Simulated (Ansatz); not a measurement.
One crystal and one scan (scan of one atom of the cell) at two levels, PBE (plane waves to 420 eV, PAW, scalar-relativistic; Ansatz, an electronic-structure program) and r2SCAN (plane waves to 500 eV, PAW, scalar-relativistic; Ansatz), each from its own relaxed cell and on its own mesh. The cell shown is that of PBE.

Relaxed CoSi$_{2}$ (fluorite type, space group Fm-3m):

```
CoSi2
1.0
    0.00000     2.68017     2.68017
    2.68017     0.00000     2.68017
    2.68017     2.68017     0.00000
Co Si
1 2
Direct
  0.00000   0.00000   0.00000
  0.25000   0.25000   0.25000
  0.75000   0.75000   0.75000
```

In each cell atom 1 (Co, nearest neighbour Si at 2.321 Å; its periodic images, 3.8 Å or more away, move with it) moves by s·(0.000, 0.000, 1.000) (along Cartesian z), the rest being held.

E stands for the smeared free energy. CoSi2 is run without spin polarisation. CoSi2 was relaxed with its symmetry unable to fall. The PAW data are Ansatz's earlier set. With partly filled bands, energies and forces of such displacements shift with the k mesh and the smearing. Percentages come from the unrounded values.

```json
[
 {"quantity": "Lattice constant a (Å)", "PBE": "5.360", "r2SCAN": "5.315", "PBE − r2SCAN": "+0.045 (+0.9 %)"},
 {"quantity": "Force constant k = d²E/ds² at s = 0 (finite differences) (eV/Å²)", "PBE": "11.57", "r2SCAN": "12.81", "PBE − r2SCAN": "-1.24 (-9.7 %)"}
]
```

PBE gives the higher value for: lattice constant a. PBE gives the lower value for: force constant k = d²E/ds² at s = 0. Both give the same shape of the curve: a single well with its minimum at or next to zero displacement. Neither level is exact: the differences show how much the result hangs on the functional.

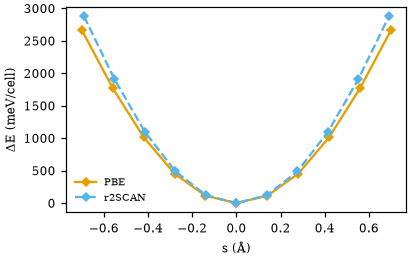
*ΔE, each from the undisplaced structure of its own level.*

(A displaced cell: forces are minus the slopes of the energy, force constants its curvatures, and phonons follow from these.)
